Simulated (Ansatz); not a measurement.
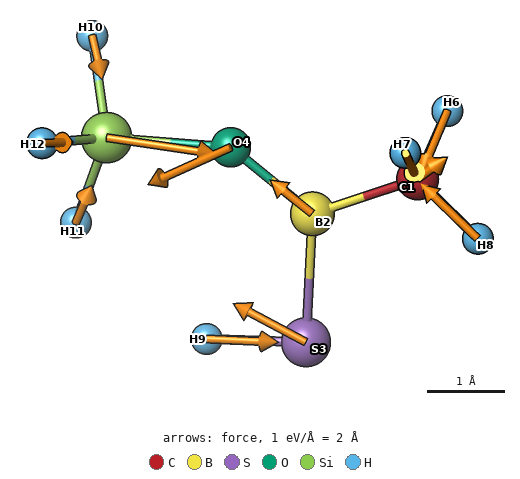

Starting geometry of CH₇BOSSi with the computed forces as orange arrows. The picture is a ball-and-stick view, seen at a tilt.

The start comes from PBE-D4/def2-SVP.

Level of theory: Ansatz, RKS PBE0-D4/def2-TZVP.

Input
```yaml
crystal:
  periodic: [false, false, false]
  atoms:
    - {symbol: C, position_ang: [-1.757136, -0.255982, 1.250110]}
    - {symbol: B, position_ang: [-0.458239, -0.471049, 0.383346]}
    - {symbol: S, position_ang: [0.154441, -2.185121, 0.174179]}
    - {symbol: O, position_ang: [0.160795, 0.620804, -0.170025]}
    - {symbol: Si, position_ang: [1.457702, 1.057144, -1.145249]}
    - {symbol: H, position_ang: [-1.508583, 0.365072, 2.137810]}
    - {symbol: H, position_ang: [-2.508246, 0.321894, 0.670986]}
    - {symbol: H, position_ang: [-2.228919, -1.191746, 1.604992]}
    - {symbol: H, position_ang: [1.254422, -1.907062, -0.582704]}
    - {symbol: H, position_ang: [2.149919, 2.214884, -0.491661]}
    - {symbol: H, position_ang: [2.430143, -0.083413, -1.306445]}
    - {symbol: H, position_ang: [0.930900, 1.459375, -2.491339]}
basis:
  gaussian: {orbitals: def2-TZVP}
hamiltonian: {xc: pbe0, dispersion: d4}
relax: {f_tol: 0.005, max_steps: 150}
```

Launched with:
```bash
ansatz run in.yaml --threads 4 --pin off --events-out ev --progress --plain --max-ram 10444MiB
```

**What follows when this structure is relaxed?**

It isn't relaxed: the largest force vector, on Si5, is 0.75 eV/Å. The final displacements follow the starting forces only in part (cosine between the two patterns 0.42). Over 9 geometry steps the energy falls by 0.058 eV. Largest force component: 0.56 eV/Å at the start, 0.0041 eV/Å at the end. The forces were under the threshold at step 6, but the run went on from there. The largest moves after the best rigid fit, 0.064 Å, are those of H6, H8 and H12. By element the largest moves are H 0.064 Å, S 0.051 Å, Si 0.037 Å, O 0.036 Å, C 0.025 Å, B 0.018 Å. Among the contacts that change: O4–Si5 1.680 → 1.642 Å, S3–H9 1.364 → 1.344 Å, Si5–H11 1.507 → 1.488 Å, Si5–H10 1.499 → 1.481 Å.
